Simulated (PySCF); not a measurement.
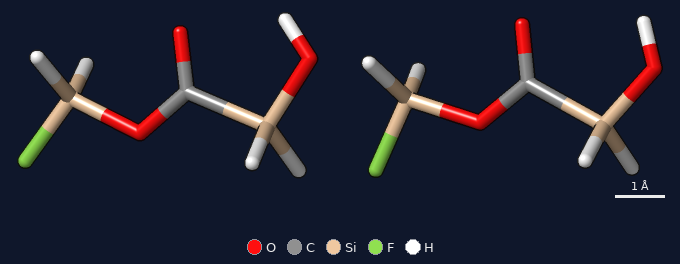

Two geometries of CH5FO3Si2, drawn at one scale. One is the start of a relaxation, the other its converged end. Style: stick. Shown at a tilt.

The calculation used PySCF 2.14.0, density-fitted response routines, PBE0-D3(BJ)/def2-SVP geometry optimisation, gas phase. 

### Which one is relaxed?

The left one is the relaxed one. The start comes from GFN2-xTB. Its atoms were then displaced at random by about 0.01 Å. Over 15 geometry steps the energy falls by 5.07 kcal/mol. An H atom moves most after the best rigid fit: 0.42 Å. Largest moves by element: H 0.42 Å, F 0.31 Å, O 0.22 Å, C 0.18 Å, Si 0.08 Å. Among the contacts that change: O–Si 1.604 → 1.656 Å, H–Si 1.452 → 1.488 Å, C–O 1.193 → 1.215 Å, F–Si 1.593 → 1.614 Å. Bond angles that change, for instance: Si–O–H 121.4° → 111.0°, C–O–Si 125.7° → 115.7°, O–C–Si 124.4° → 119.8°. Cost: 2 min on 1 thread of Arm Neoverse V1, with other jobs on the host.
